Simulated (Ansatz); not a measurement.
# Calculations on BH4OF

Part 1: Relaxation

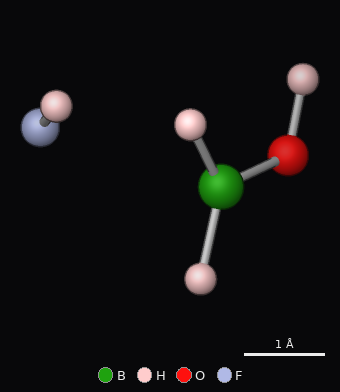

This is the input geometry for a relaxation of BH4OF. A ball-and-stick model, seen at a tilt.

The run prepares an end point of a later path (reaction) calculation, from a guessed geometry.

These are results of RKS BLYP-D4/def2-mTZVP (Ansatz 0.2.0), not measurements.

Input file:
```yaml
crystal:
  periodic: [false, false, false]
  atoms:
    - { symbol: B, position_ang: [-0.101915, -0.293629, -0.090137] }
    - { symbol: H, position_ang: [0.040088, -0.457566, 1.089053] }
    - { symbol: O, position_ang: [0.947777, -0.450977, -0.941257] }
    - { symbol: H, position_ang: [1.800941, -0.627099, -0.499442] }
    - { symbol: H, position_ang: [-1.174866, -0.089326, -0.569882] }
    - { symbol: F, position_ang: [0.224491, 2.017029, 0.878073] }
    - { symbol: H, position_ang: [0.088584, 1.351868, 1.524092] }
basis:
  gaussian: { orbitals: def2-mTZVP }
hamiltonian:
  xc: blyp
  dispersion: d4
relax:
  f_tol: 0.03
  max_steps: 50
```

Launched with:
```bash
ansatz run input.yaml --threads 1 --pin off --max-ram 2048MiB --backend cpu --events-out ev --progress --plain --runs-dir out
```

Q: Predict the outcome.

A: The atom that moves furthest after the best rigid fit is H5 (1.23 Å). Largest moves by element: H 1.23 Å, F 1.17 Å, B 0.35 Å, O 0.24 Å. Among the contacts that change: B1–H2 1.199 → 1.216 Å, F6–H7 0.937 → 0.952 Å, B1–O3 1.361 → 1.352 Å, O3–H4 0.977 → 0.983 Å. After 28 accepted moves (36 points after the start) the energy has fallen by 19.5 kJ/mol. Largest force component: 0.55 eV/Å at the start, 0.011 eV/Å at the end. The line search rejected the trial steps at points 2, 6, 11, 13, 17, 20, 25, 31 of the run. The run took 54 s on 1 thread of Arm Neoverse V2, with other jobs on the host, peak memory 0.12 GiB.

Step by step:

```json
{"step": "0", "E − E(0), kJ/mol": "0.00", "largest force component, eV/Å": "0.5506", "note": ""}
{"step": "1", "E − E(0), kJ/mol": "-3.35", "largest force component, eV/Å": "0.2523", "note": ""}
{"step": "2", "E − E(0), kJ/mol": "12.27", "largest force component, eV/Å": "1.7571", "note": "rejected"}
{"step": "3", "E − E(0), kJ/mol": "-3.85", "largest force component, eV/Å": "0.1943", "note": ""}
{"step": "4", "E − E(0), kJ/mol": "-4.30", "largest force component, eV/Å": "0.3455", "note": ""}
{"step": "5", "E − E(0), kJ/mol": "-5.08", "largest force component, eV/Å": "0.0850", "note": ""}
{"step": "6", "E − E(0), kJ/mol": "-3.85", "largest force component, eV/Å": "1.5156", "note": "rejected"}
{"step": "7", "E − E(0), kJ/mol": "-6.01", "largest force component, eV/Å": "0.2487", "note": ""}
{"step": "8", "E − E(0), kJ/mol": "-6.97", "largest force component, eV/Å": "0.1028", "note": ""}
{"step": "9", "E − E(0), kJ/mol": "-7.56", "largest force component, eV/Å": "0.0797", "note": ""}
{"step": "10", "E − E(0), kJ/mol": "-7.63", "largest force component, eV/Å": "0.0837", "note": ""}
{"step": "11", "E − E(0), kJ/mol": "-2.16", "largest force component, eV/Å": "1.9666", "note": "rejected"}
{"step": "13", "E − E(0), kJ/mol": "-7.38", "largest force component, eV/Å": "0.6499", "note": "rejected"}
{"step": "14", "E − E(0), kJ/mol": "-8.05", "largest force component, eV/Å": "0.1682", "note": ""}
{"step": "15", "E − E(0), kJ/mol": "-8.10", "largest force component, eV/Å": "0.1024", "note": ""}
{"step": "17", "E − E(0), kJ/mol": "-8.14", "largest force component, eV/Å": "0.1824", "note": "rejected"}
{"step": "18", "E − E(0), kJ/mol": "-8.20", "largest force component, eV/Å": "0.0318", "note": ""}
{"step": "20", "E − E(0), kJ/mol": "-8.22", "largest force component, eV/Å": "0.3218", "note": "rejected"}
{"step": "21", "E − E(0), kJ/mol": "-8.33", "largest force component, eV/Å": "0.1056", "note": ""}
{"step": "22", "E − E(0), kJ/mol": "-8.40", "largest force component, eV/Å": "0.0844", "note": ""}
{"step": "24", "E − E(0), kJ/mol": "-8.63", "largest force component, eV/Å": "0.2274", "note": ""}
{"step": "25", "E − E(0), kJ/mol": "-8.23", "largest force component, eV/Å": "0.6500", "note": "rejected"}
{"step": "26", "E − E(0), kJ/mol": "-9.14", "largest force component, eV/Å": "0.1568", "note": ""}
{"step": "28", "E − E(0), kJ/mol": "-10.40", "largest force component, eV/Å": "0.2117", "note": ""}
{"step": "29", "E − E(0), kJ/mol": "-11.57", "largest force component, eV/Å": "0.4426", "note": ""}
{"step": "31", "E − E(0), kJ/mol": "-13.17", "largest force component, eV/Å": "1.4687", "note": "rejected"}
{"step": "32", "E − E(0), kJ/mol": "-16.43", "largest force component, eV/Å": "0.3957", "note": ""}
{"step": "33", "E − E(0), kJ/mol": "-17.96", "largest force component, eV/Å": "0.3129", "note": ""}
{"step": "35", "E − E(0), kJ/mol": "-19.44", "largest force component, eV/Å": "0.0390", "note": ""}
{"step": "36", "E − E(0), kJ/mol": "-19.47", "largest force component, eV/Å": "0.0108", "note": ""}
```

The structure at the end:

```xyz
7

B    -0.3581   -0.4929   -0.2214
H    -0.7284    0.1803    0.7213
O     0.8822   -0.3386   -0.7382
H     1.4208    0.3473   -0.2853
H    -1.0873   -1.3037   -0.7070
F     1.2877    1.7027    1.2572
H     0.4083    1.3553    1.3640
```

After the run, drawn alike:

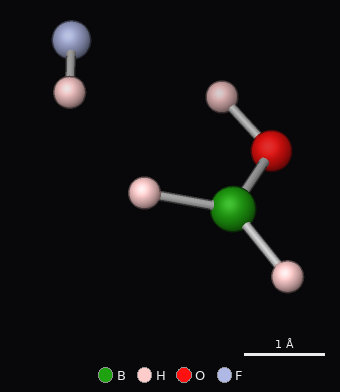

Part 2: Relaxation

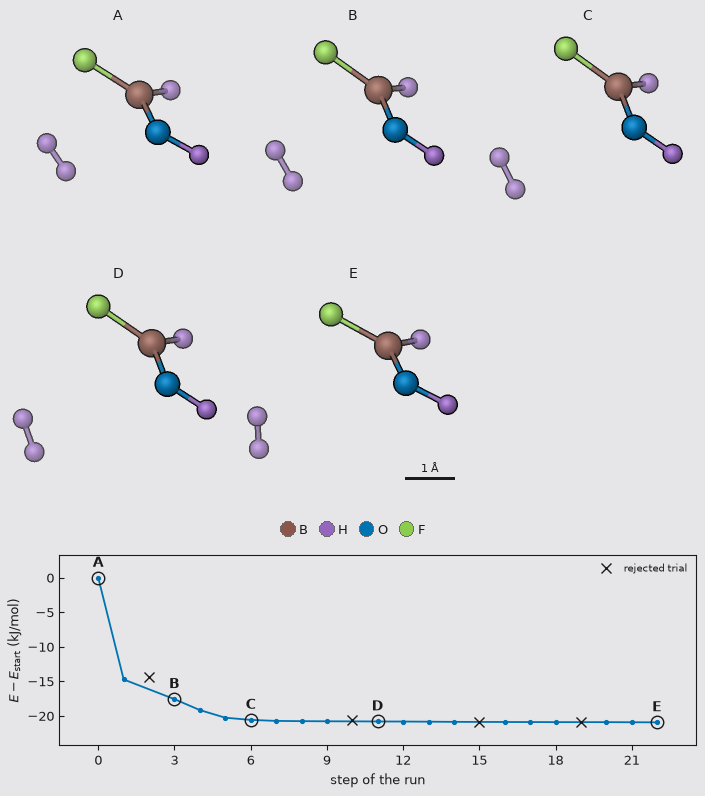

Frames of a relaxation of BH4OF, marked on the history of the run. The picture is a ball-and-stick view, seen at a tilt.

The run prepares an end point of a later path (reaction) calculation, from a guessed geometry.

Theory: Ansatz 0.2.0, RKS BLYP-D4/def2-mTZVP. Settings: no spin polarisation; force threshold 0.03 eV/Å; at most 50 steps.

**Describe the path.**

An H atom moves most after the best rigid fit: 1.08 Å. By element the largest moves are H 1.08 Å, B 0.36 Å, O 0.35 Å, F 0.27 Å. Near-neighbour distances that change, for instance: H–H 0.708 → 0.747 Å, B–F 1.335 → 1.344 Å. Over 18 accepted moves (22 points after the start) the energy falls by 20.9 kJ/mol. Largest force component: 1.5 eV/Å at the start, 0.023 eV/Å at the end. The line search rejected the trial steps at points 2, 10, 15, 19 of the run. The forces were under the threshold at step 6, but the run went on from there. From step 0 to 3: an H atom moves most (0.29 Å), energy −17.6 kJ/mol. From step 3 to 6: an H atom moves most (0.34 Å), energy −3.00 kJ/mol. From step 6 to 11: an H atom moves most (0.27 Å), energy −0.23 kJ/mol. From step 11 to 22: an H atom moves most (0.24 Å), energy −0.13 kJ/mol.

| step | E − E(0), kJ/mol | largest force component, eV/Å | note |
| --- | --- | --- | --- |
| 0 | 0.00 | 1.5049 |  |
| 1 | -14.71 | 0.2448 |  |
| 2 | -14.30 | 0.9873 | rejected |
| 3 | -17.56 | 0.0888 |  |
| 4 | -19.14 | 0.1023 |  |
| 5 | -20.25 | 0.0708 |  |
| 6 | -20.56 | 0.0257 |  |
| 7 | -20.71 | 0.0486 |  |
| 8 | -20.74 | 0.0466 |  |
| 9 | -20.76 | 0.0352 |  |
| 10 | -20.51 | 0.3256 | rejected |
| 11 | -20.79 | 0.0405 |  |
| 12 | -20.80 | 0.0952 |  |
| 13 | -20.82 | 0.0563 |  |
| 14 | -20.85 | 0.0283 |  |
| 15 | -20.83 | 0.0809 | rejected |
| 16 | -20.87 | 0.0337 |  |
| 17 | -20.88 | 0.0740 |  |
| 18 | -20.89 | 0.0446 |  |
| 19 | -20.88 | 0.0680 | rejected |
| 20 | -20.89 | 0.0440 |  |
| 21 | -20.90 | 0.0037 |  |
| 22 | -20.92 | 0.0231 |  |

Part 3: Path

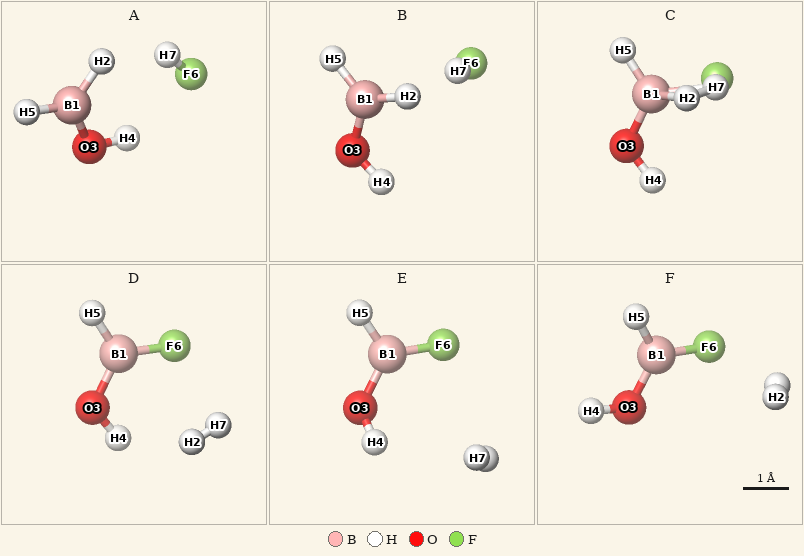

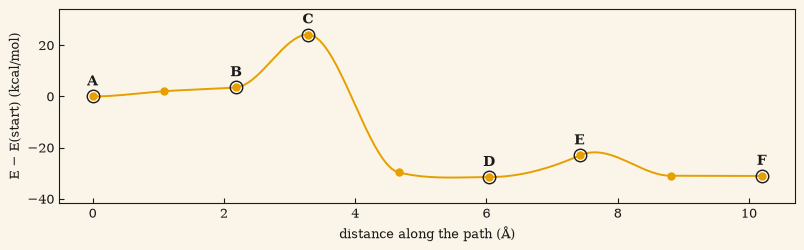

NEB run on BH₄OF. Images are numbered from 0 (start) to 8 (end). Frames A to F are images 0, 2, 3, 5, 6, 8. A ball-and-stick model, seen at a tilt.

All numbers below come from RKS BLYP-D4/def2-mTZVP in Ansatz. Run with 7 movable images; climbing image; force threshold 0.05 eV/Å; iteration limit 60; starting path through a guess of the saddle point.

### Read off the barrier and say what moves.

The path has more than one stage, and so few images may leave a stage unresolved. Breaking: B1–H2 (1.22 → 1.37 at the top → 3.79 Å), F6–H7 (0.95 → 1.20 at the top → 2.95 Å). Forming: B1–F6 (3.12 → 1.74 at the top → 1.34 Å), H2–H7 (1.76 → 1.03 at the top → 0.75 Å). The highest point, image 3, lies 24.2 kcal/mol above the start and 55.2 kcal/mol above the end; the end is at −31.0 kcal/mol relative to the start. Image 5 lies below both ends, at −31.5 kcal/mol, which points to an intermediate minimum that so few images don't resolve. The profile has 2 maxima (images 3, 6) with a dip at image 5 (−31.5 kcal/mol), so the process runs in steps. The band converged in 38 iterations. The largest component of the band force went from 130 to 0.05 eV/Å. The climbing image converged on the top of the path. Its vibrational analysis gives one imaginary mode (1148i cm⁻¹), as a transition state must have.
